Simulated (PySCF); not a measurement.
System: KH (SMILES [KH]).

Input file:

```
{"job": {"kind": "nmr", "xc": "PBE0", "basis": "pcSseg-2"}, "charge": 0, "multiplicity": 1}
K      1.140438    -0.032991     0.002750
H     -1.122951     0.004172    -0.014879
```

Command:

```sh
OMP_NUM_THREADS=1 python probes_run.py task.json out
```

Geometry: PBE0-D3(BJ)/def2-TZVP.

Computed with PySCF 2.14.0, PBE0/pcSseg-2, SCF density, gas phase, non-relativistic.

Q: What can the converged electron density and electron localisation function tell about the bonding?

A: K–H (2.26 Å): ρ is about 0.26 e/Å³ halfway; the ELF climbs to about 1 towards the hydrogen.

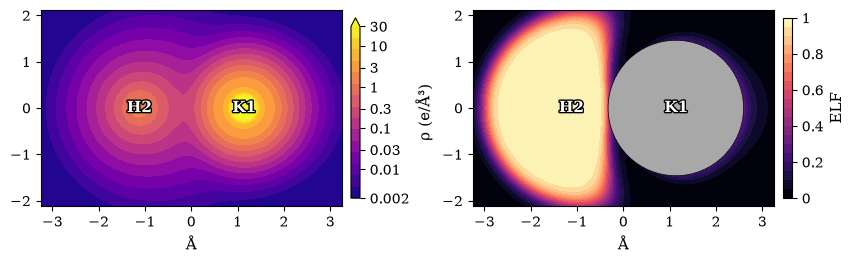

Computed electron density and electron localisation function on a plane that holds the molecular axis, in this order. Grey discs cover the atomic cores in the ELF map. 
